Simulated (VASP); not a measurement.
**Driving VASP from ASE on YPt2**

Do ASE scripts that read YPt2 from different structure formats give one answer, and do several routes find one equilibrium volume? All runs use LDA. Left out of this account: 1 further run (fields: a reference on another mesh). The start is a cell from a database of measured crystal structures.

Calculated with VASP 6.6.1; LDA; plane waves and PAW (Y_sv, Pt).

## Step 1: Starting point

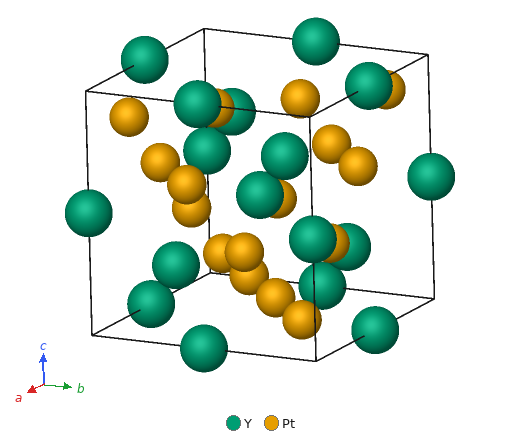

The cell as given, slightly off an axis (yttrium teal, platinum orange). This picture shows the conventional cell, with its axes. Some periodic images of atoms are drawn too.

Structure file:

```
Y Pt
1.0
     0.00000    3.79500    3.79500
     3.79500    0.00000    3.79500
     3.79500    3.79500    0.00000
Y Pt
2 4
Direct
  0.00000 0.00000 0.00000
  0.25000 0.25000 0.25000
  0.62500 0.62500 0.62500
  0.12500 0.62500 0.62500
  0.62500 0.62500 0.12500
  0.62500 0.12500 0.62500
```

## Step 2: Self-consistent run (LDA, through ASE)

A single point through ASE, with the structure typed into the script.

Input file run.py:

```python
import numpy as np
from ase.calculators.vasp import Vasp
from ase import Atoms
from ase.dft.bandgap import bandgap

atoms = Atoms(['Y', 'Y', 'Pt', 'Pt', 'Pt', 'Pt'],
              cell=[[0.0, 3.795, 3.795], [3.795, 0.0, 3.795], [3.795, 3.795, 0.0]],
              scaled_positions=[[0.0, 0.0, 0.0], [0.25, 0.25, 0.25], [0.625, 0.625, 0.625], [0.125, 0.625, 0.625], [0.625, 0.625, 0.125], [0.625, 0.125, 0.625]],
              pbc=True)

calc = Vasp(
    xc='lda',
    pp='LDA',
    prec='Accurate',
    encut=400,
    ediff=1e-06,
    nelm=100,
    ismear=-1,
    sigma=0.05,
    lreal=False,
    algo='Normal',
    nbands=38,
    lasph=True,
    lorbit=11,
    lwave=False,
    lcharg=False,
    kpar=4,
    isif=2,
    pp_version='64',
    setups={'Y': '_sv', 'Pt': ''},
    kpts=(7, 7, 7),
    gamma=True,
    txt='vasp.out',
)
atoms.calc = calc

print("energy (eV):", round(atoms.get_potential_energy(), 6))
print("Fermi level (eV):", round(calc.get_fermi_level(), 4))
print("forces (eV/A):")
print(np.round(atoms.get_forces(), 4))
print("stress (GPa, Voigt, tension positive):", np.round(atoms.get_stress() * 160.21766, 3))
gap, p1, p2 = bandgap(calc, direct=False)
print("gap on the mesh (eV):", round(gap, 4))
```

The projector-augmented-wave data sets are Y_sv and Pt (LDA family, release 64).

Started as:

```
$ export ASE_VASP_COMMAND="mpirun -np 4 vasp_std"
$ python run.py
```

The program printed:

```text
energy (eV): -50.649155
Fermi level (eV): 8.362
forces (eV/A):
[[ 0. -0. -0.]
 [-0.  0. -0.]
 [-0. -0.  0.]
 [-0. -0.  0.]
 [-0. -0.  0.]
 [-0. -0.  0.]]
stress (GPa, Voigt, tension positive): [ 3.362  3.362  3.362 -0.     0.    -0.   ]
gap on the mesh (eV): 0.0
```

Run time: 9.4 s. Hardware: 4 MPI ranks of Intel Xeon 6975P-C (Granite Rapids), shared host; peak memory 0.8 GiB.

The logs omit lines about the potential files and the build; timing stands in the text.

The INCAR that ASE wrote:

```
ENCUT = 400.000000
SIGMA = 0.050000
EDIFF = 1.00e-06
ALGO = Normal
PREC = Accurate
ISIF = 2
ISMEAR = -1
KPAR = 4
LORBIT = 11
NBANDS = 38
NELM = 100
LASPH = .TRUE.
LCHARG = .FALSE.
LWAVE = .FALSE.
LREAL = .FALSE.
```

The KPOINTS that ASE wrote:

```
KPOINTS created by Atomic Simulation Environment
0
Gamma
7 7 7
0 0 0
```

vasp.out:

```text
[banner, memory and clock lines left out]
running    4 mpi-ranks, on    1 nodes
 distrk:  each k-point on    1 cores,    4 groups
 distr:  one band on    1 cores,    1 groups

 POSCAR found type information on POSCAR Y Pt
 POSCAR found :  2 types and       6 ions
 LDA part: xc-table for (Slater(with rela. corr.)+CA(PZ))
 , standard interpolation
 POSCAR, INCAR and KPOINTS ok, starting setup
 FFT: planning ... GRIDC
 FFT: planning ... GRID_SOFT
 FFT: planning ... GRID
 WAVECAR not read
 entering main loop
       N       E                     dE             d eps       ncg     rms          rms(c)
DAV:   1     0.318916767662E+03    0.31892E+03   -0.27141E+04  1520   0.131E+03
DAV:   2    -0.323014597220E+02   -0.35122E+03   -0.33429E+03  1660   0.323E+02
DAV:   3    -0.528241210938E+02   -0.20523E+02   -0.20019E+02  2412   0.585E+01
DAV:   4    -0.535128811935E+02   -0.68876E+00   -0.68606E+00  2018   0.980E+00
DAV:   5    -0.535286488409E+02   -0.15768E-01   -0.15766E-01  2122   0.142E+00    0.517E+01
DAV:   6    -0.513415435291E+02    0.21871E+01   -0.60923E+00  1640   0.136E+01    0.249E+01
DAV:   7    -0.509674666702E+02    0.37408E+00   -0.29841E+00  1908   0.730E+00    0.185E+01
DAV:   8    -0.506753635520E+02    0.29210E+00   -0.14073E+00  1958   0.596E+00    0.401E+00
DAV:   9    -0.506647391538E+02    0.10624E-01   -0.11711E-01  1694   0.188E+00    0.145E+00
DAV:  10    -0.506627608106E+02    0.19783E-02   -0.12013E-02  1978   0.414E-01    0.275E-01
DAV:  11    -0.506628810269E+02   -0.12022E-03   -0.19293E-03  1672   0.245E-01    0.344E-01
DAV:  12    -0.506627256832E+02    0.15534E-03   -0.38366E-04  1678   0.100E-01    0.169E-02
DAV:  13    -0.506627292241E+02   -0.35408E-05   -0.31075E-05  1970   0.229E-02    0.447E-02
DAV:  14    -0.506627285197E+02    0.70432E-06   -0.31569E-06  1532   0.836E-03
   1 F= -.50662729E+02 E0= -.50649155E+02  d E =-.271465E-01
```

From OUTCAR (step 2):

```text
ion  position               nearest neighbor table
   1  0.000  0.000  0.000-   3 3.15   6 3.15   3 3.15   4 3.15   3 3.15   4 3.15   5 3.15   6 3.15
                             6 3.15   5 3.15   5 3.15   4 3.15   2 3.29   2 3.29   2 3.29   2 3.29
   2  0.250  0.250  0.250-   4 3.15   5 3.15   6 3.15   3 3.15   3 3.15   4 3.15   3 3.15   6 3.15
                             5 3.15   4 3.15   5 3.15   6 3.15   1 3.29   1 3.29   1 3.29   1 3.29
   3  0.625  0.625  0.625-   4 2.68   5 2.68   6 2.68   5 2.68   6 2.68   4 2.68   1 3.15   2 3.15
                             1 3.15   2 3.15   1 3.15   2 3.15
   4  0.125  0.625  0.625-   3 2.68   5 2.68   6 2.68   3 2.68   5 2.68   6 2.68   2 3.15   2 3.15
                             1 3.15   1 3.15   2 3.15   1 3.15
   5  0.625  0.625  0.125-   3 2.68   3 2.68   4 2.68   6 2.68   6 2.68   4 2.68   1 3.15   2 3.15
                             1 3.15   2 3.15   1 3.15   2 3.15
   6  0.625  0.125  0.625-   3 2.68   5 2.68   3 2.68   4 2.68   5 2.68   4 2.68   2 3.15   1 3.15
                             1 3.15   2 3.15   2 3.15   1 3.15

  LATTYP: Found a face centered cubic cell.
 ALAT       =     7.5900000000

 Subroutine GETGRP returns: Found 48 space group operations
 (whereof 24 operations were pure point group operations)

The static configuration has the point symmetry T_d .
 The point group associated with its full space group is O_h .

 Found     20 irreducible k-points:

   k-points           NKPTS =     20   k-points in BZ     NKDIM =     20   number of bands    NBANDS=     38

   dimension x,y,z NGX =    36 NGY =   36 NGZ =   36
   dimension x,y,z NGXF=    72 NGYF=   72 NGZF=   72

   ENCUT  =  400.0 eV  29.40 Ry    5.42 a.u.   8.75  8.75  8.75*2*pi/ulx,y,z

   NELECT =      62.0000    total number of electrons

 k-points in reciprocal lattice and weights: KPOINTS created by Atomic Simulation Env
   0.00000000  0.00000000  0.00000000       0.003
   0.14285714  0.00000000  0.00000000       0.023
   0.28571429  0.00000000  0.00000000       0.023
   0.42857143  0.00000000  0.00000000       0.023
   0.14285714  0.14285714  0.00000000       0.017
   0.28571429  0.14285714  0.00000000       0.070
   0.42857143  0.14285714  0.00000000       0.070
  -0.42857143  0.14285714  0.00000000       0.070
  -0.28571429  0.14285714  0.00000000       0.070
[...]
-0.42857143  0.42857143  0.14285714       0.070
  -0.28571429  0.42857143  0.14285714       0.070

 average (electrostatic) potential at core
       1 -32.2585       2 -32.2585       3 -65.8690       4 -65.8690       5 -65.8690
       6 -65.8690

 E-fermi :   8.3620

 k-point     1 :       0.0000    0.0000    0.0000
  band No.  band energies     occupation
    ...
     27       7.2961      2.00000
     28       7.2961      2.00000
     29       7.9818      1.99900
     30       7.9818      1.99900
     31       7.9818      1.99900
     32       8.9772      0.00001
     33       8.9772      0.00001
     34       8.9772      0.00001
     35       8.9834      0.00001
     36      10.3222      0.00000
    ...

 k-point     2 :       0.1429    0.0000    0.0000
  band No.  band energies     occupation
    ...
     28       7.3773      2.00000
     29       7.5339      2.00000
     30       7.9995      1.99858
     31       7.9995      1.99858
     32       8.3076      1.49571
     33       8.9770      0.00001
     34       9.2338      0.00000
     35       9.2338      0.00000
     36      10.2066      0.00000
     37      10.2066      0.00000
    ...

 k-point     3 :       0.2857    0.0000    0.0000
  band No.  band energies     occupation
    ...
     26       6.4969      2.00000
     27       6.4969      2.00000
     28       6.9922      2.00000
     29       6.9922      2.00000
     30       8.3123      1.45974
     31       8.6570      0.00546
     32       8.6570      0.00546
     33       8.9768      0.00001
     34       9.3387      0.00000
     35       9.3387      0.00000
    ...

  Total       -2.2937747     -2.2937747     -2.2937747      0.0000000      0.0000000     -0.0000000
  in kB      -33.6198674    -33.6198674    -33.6198674      0.0000000      0.0000000     -0.0000000
  external PRESSURE =     -33.6198674 kB  Pullay stress =       0.0000000 kB

  energy-cutoff  :      400.00
  volume of cell :      109.31
      direct lattice vectors                 reciprocal lattice vectors
     0.000000000  3.795000000  3.795000000    -0.131752306  0.131752306  0.131752306
     3.795000000  0.000000000  3.795000000     0.131752306 -0.131752306  0.131752306
     3.795000000  3.795000000  0.000000000     0.131752306  0.131752306 -0.131752306

 POSITION                                       TOTAL-FORCE (eV/Angst)
 -----------------------------------------------------------------------------------
      0.00000      0.00000      0.00000         0.000000     -0.000000     -0.000000
      1.89750      1.89750      1.89750        -0.000000      0.000000     -0.000000
      4.74375      4.74375      4.74375        -0.000000     -0.000000      0.000000
      4.74375      2.84625      2.84625        -0.000000     -0.000000      0.000000
      2.84625      2.84625      4.74375        -0.000000     -0.000000      0.000000
      2.84625      4.74375      2.84625        -0.000000     -0.000000      0.000000
 -----------------------------------------------------------------------------------
    total drift:                                0.000000      0.000000      0.000000

  FREE ENERGIE OF THE ION-ELECTRON SYSTEM (eV)
  ---------------------------------------------------
  free  energy   TOTEN  =       -50.6627285197 eV

  energy  without entropy=      -50.6355820459  energy(sigma->0) =      -50.64915528

 total charge
# of ion       s       p       d       f       tot
--------------------------------------------------
    1        2.237   6.359   0.987   0.051   9.634
    2        2.237   6.359   0.987   0.051   9.634
    3        0.735   0.651   8.055   0.000   9.441
    4        0.735   0.651   8.055   0.000   9.441
    5        0.735   0.651   8.055   0.000   9.441
    6        0.735   0.651   8.055   0.000   9.441
--------------------------------------------------
tot          7.414  15.323  34.195   0.101  57.033

[... 3 further parts left out ...]
```

At this level the cell is under a tension of 3.4 GPa, so at these settings it is away from equilibrium.

Numbers from this step:

```
SCF cycles              : 14
electrons               : 62
bands                   : 38
irreducible k-points    : 20
symmetry operations     : 48
free energy (TOTEN)     : -50.6627 eV
energy at zero smearing : -50.6492 eV
Fermi energy            : 8.362 eV
pressure                : -3.362 GPa
metallic                : yes
```

The pressure is -3.36 GPa and the largest force 0.000 eV/Å, so the cell is not at a minimum at these settings.

## Step 3: Total energy, forces and stress (LDA, through ASE)

The single point through ASE, with the structure read from a CIF in P1. The mesh changes to 5×5×5, so this is no clean test of the format.

Edit run.py of step 2 so:

```diff
@@ -2,9 +2,6 @@
 from ase.calculators.vasp import Vasp
-from ase import Atoms
+from ase.io import read
 from ase.dft.bandgap import bandgap
 
-atoms = Atoms(['Y', 'Y', 'Pt', 'Pt', 'Pt', 'Pt'],
-              cell=[[0.0, 3.795, 3.795], [3.795, 0.0, 3.795], [3.795, 3.795, 0.0]],
-              scaled_positions=[[0.0, 0.0, 0.0], [0.25, 0.25, 0.25], [0.625, 0.625, 0.625], [0.125, 0.625, 0.625], [0.625, 0.625, 0.125], [0.625, 0.125, 0.625]],
-              pbc=True)
+atoms = read('YPt2.cif')
 
@@ -30,3 +27,3 @@
     setups={'Y': '_sv', 'Pt': ''},
-    kpts=(7, 7, 7),
+    kpts=(5, 5, 5),
     gamma=True,
```

Input file YPt2.cif:

```cif
data_YPt2
_cell_length_a 5.36694047
_cell_length_b 5.36694047
_cell_length_c 5.36694047
_cell_angle_alpha 60.00000000
_cell_angle_beta 60.00000000
_cell_angle_gamma 60.00000000
_space_group_name_H-M_alt 'P1'
_space_group_name_Hall 'P 1'
_space_group_IT_number 1
loop_
_space_group_symop_operation_xyz
'x,y,z'
loop_
_atom_site_label
_atom_site_type_symbol
_atom_site_symmetry_multiplicity
_atom_site_Wyckoff_symbol
_atom_site_fract_x
_atom_site_fract_y
_atom_site_fract_z
_atom_site_occupancy
Y1 Y 1 a 0.0000000000 0.0000000000 0.0000000000 1
Y2 Y 1 a 0.2500000000 0.2500000000 0.2500000000 1
Pt1 Pt 1 a 0.6250000000 0.6250000000 0.6250000000 1
Pt2 Pt 1 a 0.1250000000 0.6250000000 0.6250000000 1
Pt3 Pt 1 a 0.6250000000 0.6250000000 0.1250000000 1
Pt4 Pt 1 a 0.6250000000 0.1250000000 0.6250000000 1
```

The program printed:

```text
energy (eV): -50.703229
Fermi level (eV): 8.3846
forces (eV/A):
[[-0. -0.  0.]
 [ 0.  0. -0.]
 [-0. -0. -0.]
 [-0. -0. -0.]
 [-0. -0. -0.]
 [-0. -0. -0.]]
stress (GPa, Voigt, tension positive): [3.593 3.593 3.593 0.    0.    0.   ]
gap on the mesh (eV): 0.0
```

Elapsed: 7 s, on 4 MPI ranks; peak memory 0.73 GiB.

ASE turned this into the INCAR:

```
ENCUT = 400.000000
SIGMA = 0.050000
EDIFF = 1.00e-06
ALGO = Normal
PREC = Accurate
ISIF = 2
ISMEAR = -1
KPAR = 4
LORBIT = 11
NBANDS = 38
NELM = 100
LASPH = .TRUE.
LCHARG = .FALSE.
LWAVE = .FALSE.
LREAL = .FALSE.
```

ASE turned this into the KPOINTS:

```
KPOINTS created by Atomic Simulation Environment
0
Gamma
5 5 5
0 0 0
```

vasp.out:

```text
[... set-up lines as in an earlier step ...]
 entering main loop
       N       E                     dE             d eps       ncg     rms          rms(c)
DAV:   1     0.317075407850E+03    0.31708E+03   -0.27076E+04   760   0.131E+03
DAV:   2    -0.323423038165E+02   -0.34942E+03   -0.33133E+03   828   0.326E+02
DAV:   3    -0.528115092777E+02   -0.20469E+02   -0.19999E+02  1186   0.588E+01
DAV:   4    -0.535497061683E+02   -0.73820E+00   -0.73687E+00  1014   0.102E+01
DAV:   5    -0.535641530586E+02   -0.14447E-01   -0.14446E-01  1054   0.140E+00    0.516E+01
DAV:   6    -0.513419462000E+02    0.22222E+01   -0.59080E+00   814   0.134E+01    0.255E+01
DAV:   7    -0.509182089193E+02    0.42374E+00   -0.25623E+00   966   0.667E+00    0.167E+01
DAV:   8    -0.507263565515E+02    0.19185E+00   -0.11418E+00   994   0.535E+00    0.352E+00
DAV:   9    -0.507110513335E+02    0.15305E-01   -0.11242E-01   824   0.180E+00    0.120E+00
DAV:  10    -0.507105112649E+02    0.54007E-03   -0.67357E-03   994   0.300E-01    0.244E-01
DAV:  11    -0.507105759165E+02   -0.64652E-04   -0.90891E-04   884   0.169E-01    0.204E-01
DAV:  12    -0.507105195435E+02    0.56373E-04   -0.16396E-04   844   0.646E-02    0.107E-02
DAV:  13    -0.507105215846E+02   -0.20411E-05   -0.14804E-05  1010   0.158E-02    0.388E-02
DAV:  14    -0.507105208197E+02    0.76496E-06   -0.25436E-06   742   0.766E-03
   1 F= -.50710521E+02 E0= -.50703229E+02  d E =-.145827E-01
```

Parts of OUTCAR (step 3):

```text
  LATTYP: Found a face centered cubic cell.
 ALAT       =     7.5900000011

 Found     10 irreducible k-points:

   k-points           NKPTS =     10   k-points in BZ     NKDIM =     10   number of bands    NBANDS=     38

   NELECT =      62.0000    total number of electrons

 E-fermi :   8.3846

 k-point     1 :       0.0000    0.0000    0.0000
  band No.  band energies     occupation
    ...
     27       7.3022      2.00000
     28       7.3022      2.00000
     29       7.9844      1.99933
     30       7.9844      1.99933
     31       7.9844      1.99933
     32       8.9655      0.00002
     33       8.9655      0.00002
     34       8.9655      0.00002
     35       8.9742      0.00002
     36      10.3273      0.00000
    ...

 k-point     2 :       0.2000   -0.0000   -0.0000
  band No.  band energies     occupation
    ...
     28       7.2175      2.00000
     29       7.2175      2.00000
     30       8.2137      1.93650
     31       8.2420      1.89072
     32       8.2420      1.89072
     33       8.9653      0.00002
     34       9.3308      0.00000
     35       9.3308      0.00000
     36      10.1548      0.00000
     37      10.1548      0.00000
    ...

  Total       -2.4513659     -2.4513659     -2.4513659     -0.0000000     -0.0000000     -0.0000000
  in kB      -35.9296831    -35.9296831    -35.9296831     -0.0000000     -0.0000000     -0.0000000
  external PRESSURE =     -35.9296831 kB  Pullay stress =       0.0000000 kB

  energy-cutoff  :      400.00
  volume of cell :      109.31
      direct lattice vectors                 reciprocal lattice vectors
     5.366940470  0.000000000  0.000000000     0.186325898 -0.107575307 -0.076067229
     2.683470235  4.647906788  0.000000000     0.000000000  0.215150614 -0.076067229
     2.683470235  1.549302263  4.382088544     0.000000000  0.000000000  0.228201687

 POSITION                                       TOTAL-FORCE (eV/Angst)
 -----------------------------------------------------------------------------------
      0.00000      0.00000      0.00000        -0.000000     -0.000000      0.000000
      2.68347      1.54930      1.09552         0.000000      0.000000     -0.000000
      6.70868      3.87326      2.73881        -0.000000     -0.000000     -0.000000
      4.02521      3.87326      2.73881        -0.000000     -0.000000     -0.000000
      5.36694      3.09860      0.54776        -0.000000     -0.000000     -0.000000
      5.36694      1.54930      2.73881        -0.000000     -0.000000     -0.000000
 -----------------------------------------------------------------------------------
    total drift:                                0.000000      0.000000      0.000000

  FREE ENERGIE OF THE ION-ELECTRON SYSTEM (eV)
  ---------------------------------------------------
  free  energy   TOTEN  =       -50.7105208197 eV

  energy  without entropy=      -50.6959381265  energy(sigma->0) =      -50.70322947

 total charge
# of ion       s       p       d       f       tot
--------------------------------------------------
    1        2.234   6.361   0.991   0.050   9.636
    2        2.234   6.361   0.991   0.050   9.636
    3        0.735   0.651   8.054   0.000   9.440
    4        0.735   0.651   8.054   0.000   9.440
    5        0.735   0.651   8.054   0.000   9.440
    6        0.735   0.651   8.054   0.000   9.440
--------------------------------------------------
tot          7.407  15.325  34.199   0.101  57.032

[... 4 parts as in an earlier step ...]

[... 7 further parts left out ...]
```

The k-mesh is coarse for a metal. At this level the cell is under a tension of 3.6 GPa, so at these settings it is away from equilibrium.

This step gave:

```yaml
irreducible_k_points: 10
free_energy_toten: -50.7105 eV
energy_at_zero_smearing: -50.7032 eV
fermi_energy: 8.385 eV
pressure: -3.593 GPa
```

The energy lies -9.01 meV an atom from the first script, on another mesh.

(Part 1 of 3 ends here.)

[Lines on the potential files, build, host, timing and source positions are cut from VASP's logs without a mark.]

[Logs are printed without paths, hosts, clocks, repeated set-up lines and the standing remarks that a program may print on its own settings, such as how far it seeks lower states.]

[Hosts, paths, dates, database ids (printed as entryN), source tags and the programs' standing remarks are cut or masked in the printed files.]

[A measured line is paired with the nearest computed mode of its activity, which favours agreement.]
